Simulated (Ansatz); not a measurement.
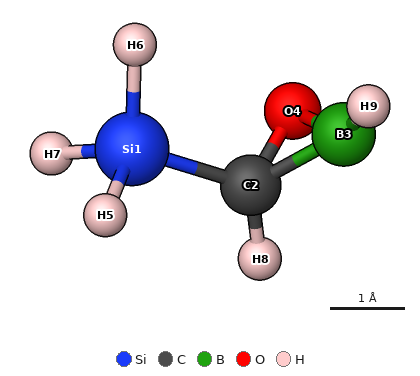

Fig. 1: The starting structure (ball-and-stick view, seen at an oblique angle; atoms are numbered from 1 in the order of the input). Bond lengths as drawn: B–C 1.59 Å, B–H 1.14 Å, B–O 1.60 Å, C–H 1.13 Å, C–O 1.36 Å, C–Si 1.82 Å and H–Si 1.48 to 1.52 Å.

## CH$_{5}$BOSi: geometry relaxation

- system: CH$_{5}$BOSi
- method: RKS PBE-D4/def2-SVP (Ansatz 0.2.0)

The geometry: force-field start. Figures and captions count atoms from 1; the log counts them from 0 in places.

The input:
```yaml
crystal:
  periodic: [false, false, false]
  atoms:
    - {symbol: Si, position_ang: [0.187000, 1.088800, -0.284400]}
    - {symbol: C, position_ang: [0.490500, -0.689700, -0.079300]}
    - {symbol: B, position_ang: [-0.743400, -1.521700, 0.468800]}
    - {symbol: O, position_ang: [0.569500, -1.038300, 1.235700]}
    - {symbol: H, position_ang: [-0.385900, 1.360400, -1.666500]}
    - {symbol: H, position_ang: [-0.851300, 1.594500, 0.695900]}
    - {symbol: H, position_ang: [1.409700, 1.898300, -0.113400]}
    - {symbol: H, position_ang: [1.294300, -1.211600, -0.682500]}
    - {symbol: H, position_ang: [-1.881900, -1.526900, 0.408500]}
basis:
  gaussian: {orbitals: def2-SVP}
hamiltonian: {xc: pbe, dispersion: d4}
relax: {f_tol: 0.03, max_steps: 200}
```

Command:
```bash
ansatz run in.yaml --threads 2 --pin off --events-out ev --progress --plain --max-ram 4352MiB
```

The program's output:
```
Functional definition: PBE
  name "PBE"
  cite "Perdew, Burke & Ernzerhof, Phys. Rev. Lett. 77, 3865 (1996) doi:10.1103/PhysRevLett.77.3865"
  parent pbe
  parameter kappa = 0.804
  parameter beta = 0.06672455060314922
  exchange = pbe_x(kappa = kappa, mu = beta*pi^2/3)
  correlation = pbe_c(beta = beta)
941 factors; their error is unknown
mean field evaluation 1: about -11696.0953 eV, gradient 5.2e1 eV
mean field evaluation 2: about -11634.2140 eV, gradient 1.5e2 eV
mean field evaluation 4: about -11702.2576 eV, gradient 1.1e1 eV
mean field evaluation 8: about -11702.5454 eV, gradient 8.1e-2 eV
mean field evaluation 16: about -11702.4878 eV, gradient 1.2e-5 eV
mean field -11702.48784268 eV, -430.0584959872 hartree, gradient 1.2e-5 eV, S^2 0.000000; 0 other end points of the search recorded, 0 dependent functions left out
the calculation of the forces begins
reference -11702.48787775 eV, -430.0584972763 hartree; 19, 19 occupied and 66, 66 virtual orbitals, 941 factors
relax step   1: F+E_penalty+E_count = -11702.65142451 eV  Δ(F+E_penalty+E_count) = +0.000e0 eV  max|allowed force component| = 6.320e0 eV/Å  Δτ_max = 0.0000 Å  (26 SCF iters, accepted)
these checks for a lower state are left out or cut short: starts, cluster_reference, orbital_swaps, neighbouring_geometries, increment
941 factors; their error is unknown
mean field -11703.71004698 eV, -430.1034111669 hartree, gradient 8.8e-6 eV, S^2 0.000000; 0 other end points of the search recorded, 0 dependent functions left out
the calculation of the forces begins
reference -11703.71008176 eV, -430.1034124449 hartree; 19, 19 occupied and 66, 66 virtual orbitals, 941 factors
relax step   2: F+E_penalty+E_count = -11703.87162749 eV  Δ(F+E_penalty+E_count) = -1.220e0 eV  max|allowed force component| = 3.060e0 eV/Å  Δτ_max = 0.1978 Å  (35 SCF iters, accepted)
these checks for a lower state are left out or cut short: starts, cluster_reference, orbital_swaps, neighbouring_geometries, increment
941 factors; their error is unknown
mean field evaluation 32: about -11703.9994 eV, gradient 2.3e-5 eV
mean field -11703.99937596 eV, -430.1140438109 hartree, gradient 2.3e-5 eV, S^2 0.000000; 0 other end points of the search recorded, 0 dependent functions left out
the calculation of the forces begins
reference -11703.99941114 eV, -430.1140451038 hartree; 19, 19 occupied and 66, 66 virtual orbitals, 941 factors
relax step   3: F+E_penalty+E_count = -11704.16021695 eV  Δ(F+E_penalty+E_count) = -2.886e-1 eV  max|allowed force component| = 5.081e0 eV/Å  Δτ_max = 0.1948 Å  (34 SCF iters, accepted)
these checks for a lower state are left out or cut short: starts, cluster_reference, orbital_swaps, neighbouring_geometries, increment
941 factors; their error is unknown
mean field -11704.27402689 eV, -430.1241370463 hartree, gradient 5.7e-6 eV, S^2 0.000000; 0 other end points of the search recorded, 0 dependent functions left out
the calculation of the forces begins
reference -11704.27406228 eV, -430.1241383468 hartree; 19, 19 occupied and 66, 66 virtual orbitals, 941 factors
relax step   4: F+E_penalty+E_count = -11704.43336157 eV  Δ(F+E_penalty+E_count) = -2.731e-1 eV  max|allowed force component| = 5.283e-1 eV/Å  Δτ_max = 0.1396 Å  (28 SCF iters, accepted)
these checks for a lower state are left out or cut short: starts, cluster_reference, orbital_swaps, neighbouring_geometries, increment
941 factors; their error is unknown
mean field -11704.29829756 eV, -430.1250289769 hartree, gradient 2.5e-5 eV, S^2 0.000000; 0 other end points of the search recorded, 0 dependent functions left out
the calculation of the forces begins
reference -11704.29833305 eV, -430.1250302812 hartree; 19, 19 occupied and 66, 66 virtual orbitals, 941 factors
relax step   5: F+E_penalty+E_count = -11704.45713778 eV  Δ(F+E_penalty+E_count) = -2.378e-2 eV  max|allowed force component| = 2.000e-1 eV/Å  Δτ_max = 0.0651 Å  (29 SCF iters, accepted)
these checks for a lower state are left out or cut short: starts, cluster_reference, orbital_swaps, neighbouring_geometries, increment
941 factors; their error is unknown
mean field -11704.30395703 eV, -430.1252369586 hartree, gradient 2.5e-5 eV, S^2 0.000000; 0 other end points of the search recorded, 0 dependent functions left out
the calculation of the forces begins
reference -11704.30399271 eV, -430.1252382700 hartree; 19, 19 occupied and 66, 66 virtual orbitals, 941 factors
relax step   6: F+E_penalty+E_count = -11704.46181452 eV  Δ(F+E_penalty+E_count) = -4.677e-3 eV  max|allowed force component| = 4.206e-1 eV/Å  Δτ_max = 0.1478 Å  (27 SCF iters, accepted)
these checks for a lower state are left out or cut short: starts, cluster_reference, orbital_swaps, neighbouring_geometries, increment
941 factors; their error is unknown
mean field -11704.31579518 eV, -430.1256720026 hartree, gradient 2.2e-5 eV, S^2 0.000000; 0 other end points of the search recorded, 0 dependent functions left out
the calculation of the forces begins
reference -11704.31583091 eV, -430.1256733157 hartree; 19, 19 occupied and 66, 66 virtual orbitals, 941 factors
relax step   7: F+E_penalty+E_count = -11704.47362998 eV  Δ(F+E_penalty+E_count) = -1.182e-2 eV  max|allowed force component| = 8.557e-2 eV/Å  Δτ_max = 0.0735 Å  (27 SCF iters, accepted)
these checks for a lower state are left out or cut short: starts, cluster_reference, orbital_swaps, neighbouring_geometries, increment
941 factors; their error is unknown
mean field evaluation 64: about -11704.3169 eV, gradient 1.6e-1 eV
mean field -11704.31693541 eV, -430.1257139053 hartree, gradient 2.2e-5 eV, S^2 0.000000; 0 other end points of the search recorded, 0 dependent functions left out
the calculation of the forces begins
reference -11704.31697117 eV, -430.1257152195 hartree; 19, 19 occupied and 66, 66 virtual orbitals, 941 factors
relax step   8: F+E_penalty+E_count = -11704.47522972 eV  Δ(F+E_penalty+E_count) = -1.600e-3 eV  max|allowed force component| = 3.584e-2 eV/Å  Δτ_max = 0.0586 Å  (27 SCF iters, accepted)
these checks for a lower state are left out or cut short: starts, cluster_reference, orbital_swaps, neighbouring_geometries, increment
941 factors; their error is unknown
mean field -11704.31743970 eV, -430.1257324375 hartree, gradient 2.3e-5 eV, S^2 0.000000; 0 other end points of the search recorded, 0 dependent functions left out
the calculation of the forces begins
reference -11704.31747547 eV, -430.1257337522 hartree; 19, 19 occupied and 66, 66 virtual orbitals, 941 factors
relax step   9: F+E_penalty+E_count = -11704.47556967 eV  Δ(F+E_penalty+E_count) = -3.400e-4 eV  max|allowed force component| = 5.886e-2 eV/Å  Δτ_max = 0.0197 Å  (29 SCF iters, accepted)
these checks for a lower state are left out or cut short: starts, cluster_reference, orbital_swaps, neighbouring_geometries, increment
941 factors; their error is unknown
mean field -11704.31770190 eV, -430.1257420733 hartree, gradient 2.3e-5 eV, S^2 0.000000; 0 other end points of the search recorded, 0 dependent functions left out
the calculation of the forces begins
reference -11704.31773767 eV, -430.1257433880 hartree; 19, 19 occupied and 66, 66 virtual orbitals, 941 factors
relax step  10: F+E_penalty+E_count = -11704.47578201 eV  Δ(F+E_penalty+E_count) = -2.123e-4 eV  max|allowed force component| = 1.222e-2 eV/Å  Δτ_max = 0.0066 Å  (29 SCF iters, accepted)
941 factors; their error is unknown
mean field evaluation 96: about -11704.3177 eV, gradient 1.7e-2 eV
```

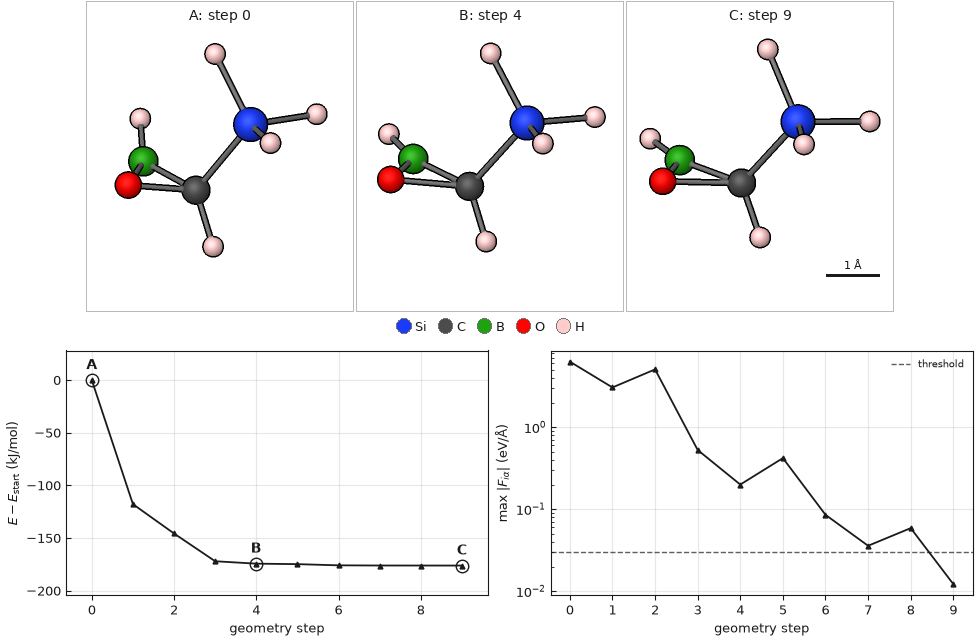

Fig. 2: Frames of the relaxation (ball-and-stick view, seen at a tilt) above the curves, on which the letters mark them (the first geometry is step 0 here and step 1 in the log).

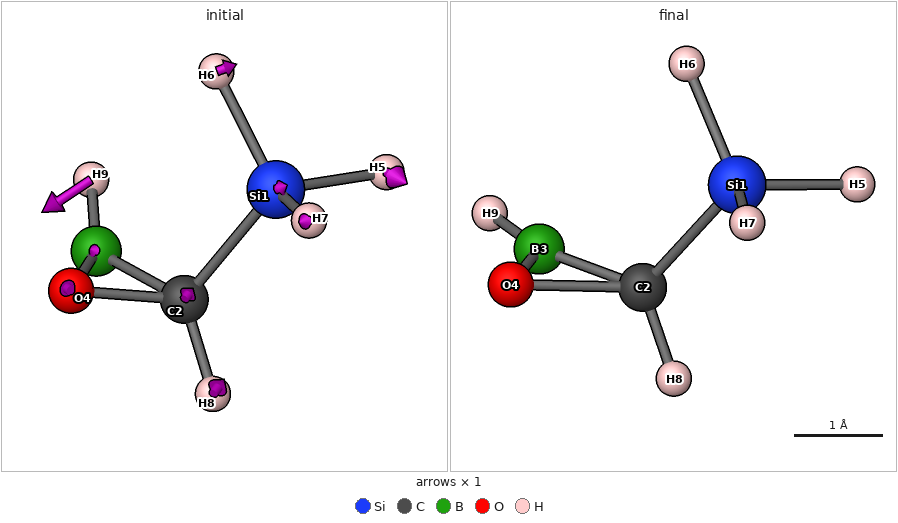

Fig. 3: Before (left) and after (right) the relaxation, at one scale (ball-and-stick view, seen at a tilt). The pink arrows give the displacements, at true length. H9 moves most after the best rigid fit: 0.70 Å. By element the largest moves are H 0.70 Å, O 0.22 Å, C 0.22 Å, Si 0.17 Å, B 0.12 Å. Among the contacts that change: B3–O4 1.595 → 1.335 Å, C2–O4 1.363 → 1.554 Å, Si1–C2 1.816 → 1.887 Å, B3–H9 1.140 → 1.204 Å. Among the angles that change: C2–B3–H9 139.6° → 157.3°, C2–B3–O4 50.7° → 65.2°, B3–C2–O4 65.0° → 51.3°. The energy falls by 176.0 kJ/mol in 9 geometry steps. Largest force component: 6.3 eV/Å at the start, 0.012 eV/Å at the end. (Atoms are counted from 1 in the order of the input.)

```
mean field -11704.31770190 eV, -430.1257420733 hartree, gradient 2.3e-5 eV, S^2 0.000000; 1 other end points of the search recorded, 0 dependent functions left out
the calculation of the forces begins
reference -11704.31773767 eV, -430.1257433880 hartree; 19, 19 occupied and 66, 66 virtual orbitals, 941 factors
Total energy: -11704.47581778 eV, -430.1315527248 hartree
Atom 0 at     0.221111     1.245536    -0.353041 Å, force     0.002816     0.010501    -0.009055 eV/Å
Atom 1 at     0.308332    -0.632366    -0.190656 Å, force     0.002284    -0.012218     0.006458 eV/Å
Atom 2 at    -0.708716    -1.485334     0.574943 Å, force    -0.008702     0.000676     0.001150 eV/Å
Atom 3 at     0.384813    -1.160048     1.268974 Å, force     0.005350     0.002326    -0.010681 eV/Å
Atom 4 at    -0.064581     1.576169    -1.793774 Å, force    -0.002520    -0.002978    -0.001305 eV/Å
Atom 5 at    -0.886225     1.775369     0.514841 Å, force     0.001087    -0.000512     0.002468 eV/Å
Atom 6 at     1.515525     1.902709     0.044261 Å, force    -0.000179    -0.000996     0.005525 eV/Å
Atom 7 at     1.039735    -1.157461    -0.837538 Å, force    -0.002659     0.004185     0.006369 eV/Å
Atom 8 at    -1.721495    -2.110774     0.754790 Å, force     0.002523    -0.000985    -0.000930 eV/Å
Dipole moment:    -0.076986    -0.054710    -0.197550 e Å
```

Trajectory as extended XYZ (Å, eV, eV/Å), 10 frames, from step=1 to step=10:
```
9
Properties=species:S:1:pos:R:3:forces:R:3 step=1 energy=-11702.65143
Si    0.1870    1.0888   -0.2844   -0.8230   1.6841  -1.0816
C     0.4905   -0.6897   -0.0793   -0.0673  -1.5829  -3.2884
B    -0.7434   -1.5217    0.4688    6.3197   3.4702   1.1173
O     0.5695   -1.0383    1.2357   -3.9001  -3.1488   2.8173
H    -0.3859    1.3604   -1.6665    0.1518   0.0173   0.1124
H    -0.8513    1.5945    0.6959    0.1236  -0.2383   0.0066
H     1.4097    1.8983   -0.1134    0.4642   0.3256   0.1212
H     1.2943   -1.2116   -0.6825   -0.5196   0.4267  -0.2864
H    -1.8819   -1.5269    0.4085   -1.7491  -0.9539   0.4817
9
Properties=species:S:1:pos:R:3:forces:R:3 step=2 energy=-11703.87163
Si    0.2079    1.1437   -0.3345   -0.1402   0.7987  -0.0715
C     0.5009   -0.6696   -0.0738   -0.0917  -0.6494  -1.9495
B    -0.7160   -1.4528    0.4617    2.8561   1.7049   1.6731
O     0.4703   -1.1199    1.2897   -3.0595  -1.6987  -0.0063
H    -0.3350    1.4176   -1.7178    0.1003  -0.0596   0.0498
H    -0.8282    1.5735    0.6787    0.0382  -0.0252  -0.0885
H     1.4437    1.9580   -0.1037    0.1166   0.1529  -0.0262
H     1.2469   -1.2004   -0.7261   -0.2127   0.2190   0.1884
H    -1.9021   -1.6963    0.5086    0.3929  -0.4424   0.2308
9
Properties=species:S:1:pos:R:3:forces:R:3 step=3 energy=-11704.16022
Si    0.2297    1.1924   -0.3400    0.1313  -0.0132   0.1789
C     0.4853   -0.6619   -0.1253    0.3236   0.6570  -1.2705
B    -0.6804   -1.3814    0.5035   -5.0815  -1.3548  -2.6814
O     0.3001   -1.2086    1.2563    3.9817   0.4513   3.7949
H    -0.3036    1.4281   -1.7257    0.0669   0.0326  -0.0426
H    -0.8233    1.5882    0.6638    0.0375   0.0486  -0.0470
H     1.4740    2.0038   -0.1079    0.0022   0.1100  -0.0463
H     1.2437   -1.1999   -0.7331   -0.1297  -0.0328   0.1934
H    -1.8372   -1.8068    0.5912    0.6680   0.1014  -0.0794
9
Properties=species:S:1:pos:R:3:forces:R:3 step=4 energy=-11704.43336
Si    0.2487    1.2109   -0.3362   -0.0877   0.0596  -0.0339
C     0.4219   -0.6615   -0.1409    0.0468   0.2842  -0.3046
B    -0.7293   -1.4319    0.5087    0.2168  -0.0581   0.3660
O     0.3441   -1.1755    1.2913   -0.5283  -0.2788  -0.0289
H    -0.2375    1.4697   -1.7372    0.0117   0.0235  -0.0215
H    -0.8077    1.6497    0.6443    0.0271   0.0284  -0.0359
H     1.4917    2.0331   -0.1126    0.0331  -0.1043   0.0324
H     1.1855   -1.1954   -0.7421   -0.0652  -0.0351   0.0274
H    -1.8289   -1.9453    0.6075    0.3458   0.0807  -0.0010
9
Properties=species:S:1:pos:R:3:forces:R:3 step=5 energy=-11704.45714
Si    0.2394    1.2250   -0.3433    0.0151  -0.0046   0.0166
C     0.4020   -0.6486   -0.1433   -0.1446   0.1549  -0.1262
B    -0.7266   -1.4472    0.5195    0.1734  -0.0234   0.1488
O     0.3317   -1.1754    1.3008   -0.2000  -0.0906  -0.0550
H    -0.2229    1.4974   -1.7509    0.0182   0.0042   0.0040
H    -0.8109    1.6915    0.6284    0.0105   0.0231  -0.0266
H     1.5119    1.9960   -0.1009   -0.0078  -0.0554   0.0112
H     1.1604   -1.1842   -0.7466    0.0047  -0.0338   0.0279
H    -1.7965   -2.0006    0.6191    0.1304   0.0257  -0.0007
9
Properties=species:S:1:pos:R:3:forces:R:3 step=6 energy=-11704.46182
Si    0.2482    1.2517   -0.3362   -0.2722  -0.0754  -0.0523
C     0.3050   -0.6292   -0.1701    0.4206   0.1831  -0.0284
B    -0.7195   -1.4940    0.5560   -0.1023  -0.0055   0.1398
O     0.3578   -1.1801    1.2827   -0.0690  -0.0517  -0.0459
H    -0.1093    1.5072   -1.7731    0.0117   0.0936  -0.0628
H    -0.8477    1.7738    0.5499    0.0228   0.0582   0.0204
H     1.5336    1.9689   -0.0231    0.0285  -0.1074   0.0371
H     1.0626   -1.1336   -0.8043   -0.0430  -0.0634  -0.0070
H    -1.7422   -2.1109    0.7010    0.0029  -0.0315  -0.0010
9
Properties=species:S:1:pos:R:3:forces:R:3 step=7 energy=-11704.47363
Si    0.2193    1.2506   -0.3452    0.0845  -0.0476  -0.0693
C     0.3125   -0.6286   -0.1753    0.0211  -0.0155  -0.0566
B    -0.7117   -1.4899    0.5701   -0.0306  -0.0371  -0.0312
O     0.3730   -1.1653    1.2786   -0.0001  -0.0140   0.0279
H    -0.0915    1.5507   -1.7868    0.0008   0.0231  -0.0128
H    -0.8636    1.8130    0.5280   -0.0472  -0.0328   0.0388
H     1.5236    1.9079    0.0168    0.0075   0.0065   0.0017
H     1.0490   -1.1545   -0.8228   -0.0695   0.0856   0.0756
H    -1.7220   -2.1302    0.7195    0.0335   0.0318   0.0260
9
Properties=species:S:1:pos:R:3:forces:R:3 step=8 energy=-11704.47523
Si    0.2214    1.2436   -0.3590   -0.0305  -0.0176   0.0351
C     0.3093   -0.6349   -0.1979    0.0063   0.0135  -0.0028
B    -0.7066   -1.4819    0.5745   -0.0358   0.0090   0.0241
O     0.3837   -1.1450    1.2687    0.0102  -0.0304  -0.0251
H    -0.0662    1.5844   -1.7959    0.0073   0.0064  -0.0129
H    -0.8870    1.7606    0.5164    0.0028   0.0075  -0.0142
H     1.5124    1.8948    0.0554    0.0153   0.0129  -0.0142
H     1.0423   -1.1637   -0.8397    0.0071   0.0012   0.0156
H    -1.7209   -2.1040    0.7603    0.0173  -0.0026  -0.0058
9
Properties=species:S:1:pos:R:3:forces:R:3 step=9 energy=-11704.47557
Si    0.2202    1.2444   -0.3539    0.0065   0.0393   0.0019
C     0.3086   -0.6317   -0.1924    0.0283  -0.0589   0.0186
B    -0.7092   -1.4829    0.5748    0.0104  -0.0210  -0.0005
O     0.3879   -1.1641    1.2662   -0.0153   0.0297  -0.0095
H    -0.0653    1.5745   -1.7952    0.0017  -0.0015   0.0053
H    -0.8873    1.7732    0.5143   -0.0032   0.0002  -0.0006
H     1.5135    1.9006    0.0481    0.0019   0.0055  -0.0030
H     1.0436   -1.1551   -0.8370   -0.0304   0.0052  -0.0070
H    -1.7233   -2.1052    0.7578    0.0001   0.0014  -0.0051
9
Properties=species:S:1:pos:R:3:forces:R:3 step=10 energy=-11704.47578
Si    0.2211    1.2455   -0.3530    0.0028   0.0105  -0.0091
C     0.3083   -0.6324   -0.1907    0.0023  -0.0122   0.0065
B    -0.7087   -1.4853    0.5749   -0.0087   0.0007   0.0011
O     0.3848   -1.1600    1.2690    0.0053   0.0023  -0.0107
H    -0.0646    1.5762   -1.7938   -0.0025  -0.0030  -0.0013
H    -0.8862    1.7754    0.5148    0.0011  -0.0005   0.0025
H     1.5155    1.9027    0.0443   -0.0002  -0.0010   0.0055
H     1.0397   -1.1575   -0.8375   -0.0027   0.0042   0.0064
H    -1.7215   -2.1108    0.7548    0.0025  -0.0010  -0.0009
```

Summary:

- outcome: converged
- total energy: −11704.4758 eV
- mean-field energy: −11704.3177 eV
- dispersion energy: −0.1581 eV
- SCF solution under orbital rotations: stable
- largest force (length of the vector) at the end: 0.014 eV/Å
- dipole moment: 1.05 D
- hardware: 2 threads of Arm Neoverse V1, 23 GiB of memory available, shared host
- wall time: 17 s (CPU time 31 s)
- peak memory: 0.14 GiB
